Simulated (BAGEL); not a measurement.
# InH2OF (SMILES [OH][InH][F]): a chain of runs

Aim: the energy (HF/ANO-RCC-VDZP), then the energy (NEVPT2(2,2)/ANO-RCC-VDZP) of InH2OF. 

The calculation is run with BAGEL 1.2.2.

2 further runs of the same task are left out: 2 set aside as unsound or not needed.

## 1. The molecule

InH2OF: 5 atoms, total charge 0, spin state singlet. As SMILES, `[OH][InH][F]`. One bond was lengthened or shortened from a relaxed shape.

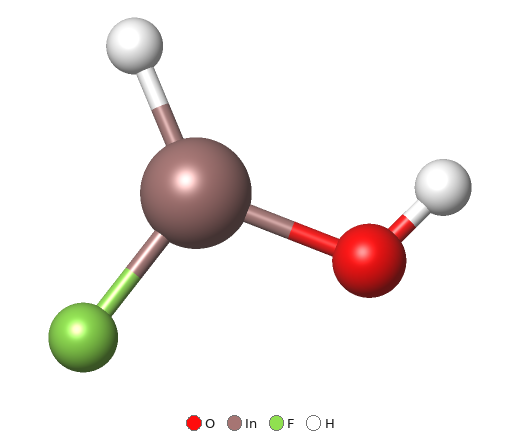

Viewed from a chosen angle; oxygen red, indium brown, fluorine green, hydrogen white.

## 2. A single-point energy at HF/ANO-RCC-VDZP (DKH2, density fitting with AutoAux) (run 1)

Input file calc.json:

```json
{ "bagel": [

{
  "title": "molecule",
  "basis": "ano-rcc-vdzp.json",
  "df_basis": "ano-rcc-vdzp-autoaux.json",
  "angstrom": "true",
  "dkh": "true",
  "geometry": [
    { "atom": "O", "xyz": [      -1.212665,      -0.462220,      -0.525171 ] },
    { "atom": "In", "xyz": [       0.546935,      -0.073820,       0.262229 ] },
    { "atom": "F", "xyz": [       1.252735,      -1.771020,       0.893729 ] },
    { "atom": "H", "xyz": [      -1.725200,       0.429800,      -0.925700 ] },
    { "atom": "H", "xyz": [       1.455335,       1.338380,       0.462429 ] }
  ]
},

{ "title": "hf" },

{ "title": "print", "file": "orbitals.molden", "orbitals": "true" }

]}
```

The basis set ANO-RCC-VDZP is read from a file made from the Basis Set Exchange's data (not shown).

Launch:

```bash
$ BAGEL_NUM_THREADS=1 BAGEL calc.json > calc.out
```

Log:

```text
* using 1 threads per process

  ===============================================================
  ===============================================================

  *** Geometry ***

  { "atom" : "O", "xyz" : [     -2.291605,     -0.873469,     -0.992429 ] },
  { "atom" : "In", "xyz" : [      1.033557,     -0.139500,      0.495541 ] },
  { "atom" : "F", "xyz" : [      2.367326,     -3.346743,      1.688903 ] },
  { "atom" : "H", "xyz" : [     -3.260156,      0.812204,     -1.749319 ] },
  { "atom" : "H", "xyz" : [      2.750185,      2.529172,      0.873864 ] },

  Number of auxiliary basis functions:      948

  Since a DF basis is specified, we compute 2- and 3-index integrals:
    o Being stored without compression. Storage requirement is 0.050 GB

  Number of basis functions:       81
  Number of electrons      :       68

    * METHOD: MOLECULE                             2.55

  *** RHF ***

  === Nuclear Repulsion ===
   270.8917701780

      * DIIS with orbital gradients will be used.

  === RHF iteration (ano-rcc-vdzp.json) ===
      0      -6052.28054746          0.03120621           0.39
      1      -6052.38058472          0.02983178           0.38
      2      -6052.75081904          0.00211451           0.38
      3      -6052.75315898          0.00106633           0.38
      4      -6052.75377599          0.00024002           0.38
      5      -6052.75381955          0.00009556           0.38
      6      -6052.75382785          0.00003447           0.38
      7      -6052.75382962          0.00001055           0.38
      8      -6052.75382973          0.00000444           0.38
      9      -6052.75382975          0.00000115           0.38
     10      -6052.75382975          0.00000066           0.38
     11      -6052.75382975          0.00000028           0.38
     12      -6052.75382975          0.00000013           0.38
     13      -6052.75382975          0.00000004           0.38
     14      -6052.75382975          0.00000002           0.38
     15      -6052.75382975          0.00000001           0.38
     16      -6052.75382975          0.00000000           0.38
    * SCF iteration converged.

    * Permanent dipole moment:
           (   -0.034462,    -2.033605,     0.329751) a.u.

    * METHOD: HF                                   8.50

    * METHOD: PRINT                                0.02

  ===============================================================
```

It took 11 s on 1 thread of Arm Neoverse N1, shared host; peak memory 0.21 GiB.

## 3. The energy at NEVPT2(2,2)/ANO-RCC-VDZP (DKH2, density fitting with AutoAux) (run 2)

Input file calc.json:

```json
{ "bagel": [

{
  "title": "molecule",
  "basis": "ano-rcc-vdzp.json",
  "df_basis": "ano-rcc-vdzp-autoaux.json",
  "angstrom": true,
  "dkh": true,
  "geometry": [
    { "atom": "O", "xyz": [   -1.212665,   -0.462220,   -0.525171 ] },
    { "atom": "In", "xyz": [    0.546935,   -0.073820,    0.262229 ] },
    { "atom": "F", "xyz": [    1.252735,   -1.771020,    0.893729 ] },
    { "atom": "H", "xyz": [   -1.725200,    0.429800,   -0.925700 ] },
    { "atom": "H", "xyz": [    1.455335,    1.338380,    0.462429 ] }
  ]
},
{ "title": "hf" },
{ "title": "nevpt2", "nstate": 1, "nact": 2, "nclosed": 33, "active": [28, 41], "maxiter": 200, "natocc": true, "ncore": 20 },
{ "title": "print", "file": "orbitals.molden", "orbitals": true }

]}
```

The basis set ANO-RCC-VDZP is read from a file made from the Basis Set Exchange's data (not shown).

Launch:

```bash
$ BAGEL_NUM_THREADS=1 BAGEL calc.json > calc.out
```

Log:

```text
* using 1 threads per process

  ===============================================================
  ===============================================================

  *** Geometry ***

  { "atom" : "O", "xyz" : [     -2.291605,     -0.873469,     -0.992429 ] },
  { "atom" : "In", "xyz" : [      1.033557,     -0.139500,      0.495541 ] },
  { "atom" : "F", "xyz" : [      2.367326,     -3.346743,      1.688903 ] },
  { "atom" : "H", "xyz" : [     -3.260156,      0.812204,     -1.749319 ] },
  { "atom" : "H", "xyz" : [      2.750185,      2.529172,      0.873864 ] },

  Number of auxiliary basis functions:      948

  Since a DF basis is specified, we compute 2- and 3-index integrals:
    o Being stored without compression. Storage requirement is 0.050 GB

  Number of basis functions:       81
  Number of electrons      :       68

    * METHOD: MOLECULE                             2.55

  *** RHF ***

  === Nuclear Repulsion ===
   270.8917701780

      * DIIS with orbital gradients will be used.

  === RHF iteration (ano-rcc-vdzp.json) ===
      0      -6052.28054746          0.03120621           0.39
      1      -6052.38058472          0.02983178           0.38
      2      -6052.75081904          0.00211451           0.38
      3      -6052.75315898          0.00106633           0.38
      4      -6052.75377599          0.00024002           0.38
      5      -6052.75381955          0.00009556           0.38
      6      -6052.75382785          0.00003447           0.38
      7      -6052.75382962          0.00001055           0.38
      8      -6052.75382973          0.00000444           0.38
      9      -6052.75382975          0.00000115           0.38
     10      -6052.75382975          0.00000066           0.38
     11      -6052.75382975          0.00000028           0.38
     12      -6052.75382975          0.00000013           0.38
     13      -6052.75382975          0.00000004           0.38
     14      -6052.75382975          0.00000002           0.38
     15      -6052.75382975          0.00000001           0.38
     16      -6052.75382975          0.00000000           0.38
    * SCF iteration converged.

    * Permanent dipole moment:
           (   -0.034462,    -2.033605,     0.329751) a.u.

    * METHOD: HF                                   8.51

    * freezing 20 orbitals
  ---------------------------
      CASSCF calculation
  ---------------------------

    ==== Active orbitals : =====
         Orbital 28
         Orbital 41
    ============================

    * nstate   :      1
    * nclosed  :     33
    * nact     :      2
    * nvirt    :     46
  === CASSCF iteration (ano-rcc-vdzp.json) ===

    * Using the second-order algorithm

      0  0     -6052.75450622     1.51e-04      0.14

      1  0     -6052.76731471     1.28e-03      1.54

      2  0     -6052.77920749     6.39e-04      1.70

      3  0     -6052.78063939     2.41e-04      1.87

      4  0     -6052.78068693     1.18e-04      1.85

      5  0     -6052.78069090     4.83e-05      1.87

      6  0     -6052.78069140     1.88e-05      1.85

      7  0     -6052.78069147     7.13e-06      1.94

      8  0     -6052.78069148     2.69e-06      1.92

      9  0     -6052.78069148     1.01e-06      1.95

     10  0     -6052.78069148     3.80e-07      1.85

     11  0     -6052.78069148     1.43e-07      1.80

     12  0     -6052.78069148     5.36e-08      1.70

     13  0     -6052.78069148     2.02e-08      1.66

     14  0     -6052.78069148     7.54e-09      1.49

    * Second-order optimization converged. *

     guess   0:   closed 1.                   open ..

  === FCI iteration ===

      0  0     -6052.75323632     1.02e-01      0.00
      1  0     -6052.78060999     4.38e-03      0.00
      2  0 *   -6052.78069148     2.53e-16      0.00

     * ci vector, state   0, <S^2> = 0.0000
       2.     0.9910152290
       .2    -0.1337490783

  === DF-NEVPT2 calculation ===

    * 3-index integral transformation done
    * assembly done

      NEVPT2 correlation energy:   -0.8384256966      0.22

          (+0)     -0.6949389665
          (+0)'    -0.0950843540
          (+1)     -0.0066970070
          (+1)'    -0.0000019295
          (+2)     -0.0006257051
          (-1)     -0.0351607674
          (-1)'    -0.0001244514
          (-2)     -0.0057925157

      NEVPT2 total energy:       -6053.6191171731

    * METHOD: NEVPT2                              27.69

    * METHOD: PRINT                                0.03

  ===============================================================
```

Run time: 39 s. Hardware: 1 thread of Arm Neoverse N1, shared host; peak memory 0.23 GiB.

## 4. Results

```
                                     quantity           value
         run 1, HF/ANO-RCC-VDZP: total energy  -6052.75383 Eh
        run 1, HF/ANO-RCC-VDZP: dipole moment          5.24 D
          run 1, HF/ANO-RCC-VDZP: HOMO energy       -12.81 eV
          run 1, HF/ANO-RCC-VDZP: LUMO energy         1.06 eV
        run 1, HF/ANO-RCC-VDZP: HOMO–LUMO gap        13.86 eV
run 2, NEVPT2(2,2)/ANO-RCC-VDZP: total energy  -6053.61912 Eh
```
